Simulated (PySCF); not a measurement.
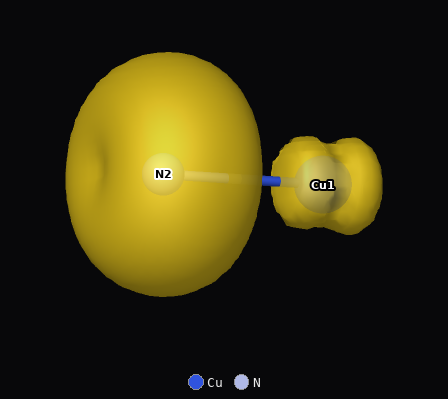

The picture shows: CuN (triplet). Isosurfaces of the spin density at +0.05 (yellow) and −0.05 e/Å³ (cyan), seen from one side.

⟨S²⟩ = 2.06, above the pure value of 2.00.

Computed with PBE0/def2-TZVPPD, non-relativistic Hamiltonian with scalar-relativistic core potentials where named, at a bond length of 1.814 Å (PySCF).

| atom | x (Å) | y (Å) | z (Å) |
| --- | --- | --- | --- |
| Cu | 0.0000 | 0.0000 | -0.3302 |
| N | 0.0000 | 0.0000 | 1.4838 |

**Which atoms carry the spin?**

The unpaired spin (2 electrons) lies mostly on N2 (about 1.9) and Cu1 (about 0.1), in electrons by Hirshfeld's partition.
